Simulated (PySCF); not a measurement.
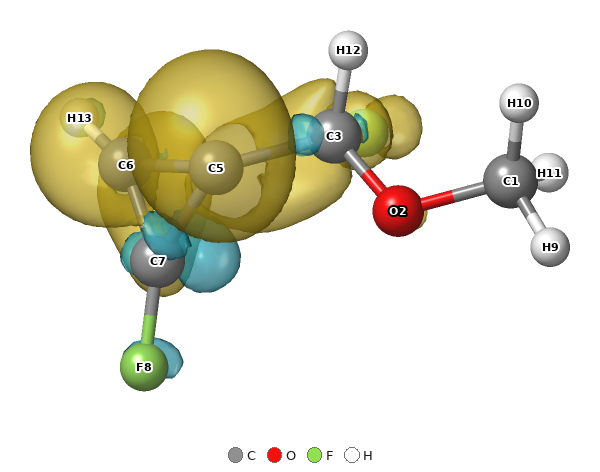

The picture shows: C₅H₅F₂O (doublet). Isosurfaces of the spin density at +0.015 (yellow) and −0.015 e/Å³ (cyan), seen at a tilt.

Geometry: GFN2-xTB.

These are results of UKS B3LYP, pcH-1 on C F H O, non-relativistic, mean-field spin-orbit, GIAO (PySCF), not measurements.

```yaml
atoms:
  - { symbol: C, position_ang: [-2.2454, -0.5640, 0.0296] }
  - { symbol: O, position_ang: [-0.9474, -0.5548, -0.5386] }
  - { symbol: C, position_ang: [-0.1553, 0.4765, -0.1318] }
  - { symbol: F, position_ang: [0.1745, 0.3041, 1.2433] }
  - { symbol: C, position_ang: [1.0925, 0.5066, -0.9388] }
  - { symbol: C, position_ang: [2.5106, 0.7589, -0.5167] }
  - { symbol: C, position_ang: [2.1795, -0.4242, -1.0114] }
  - { symbol: F, position_ang: [2.5868, -1.6212, -1.3247] }
  - { symbol: H, position_ang: [-2.7554, -1.4212, -0.4024] }
  - { symbol: H, position_ang: [-2.7836, 0.3565, -0.2206] }
  - { symbol: H, position_ang: [-2.1957, -0.6706, 1.1164] }
  - { symbol: H, position_ang: [-0.6727, 1.4539, -0.1457] }
  - { symbol: H, position_ang: [3.2072, 1.3999, -0.0375] }
```

Which atoms carry the spin?

The unpaired spin (1 electron) lies mostly on C5 (about 0.6), C6 (about 0.2) and C3 (about 0.1), in electrons by Hirshfeld's partition.
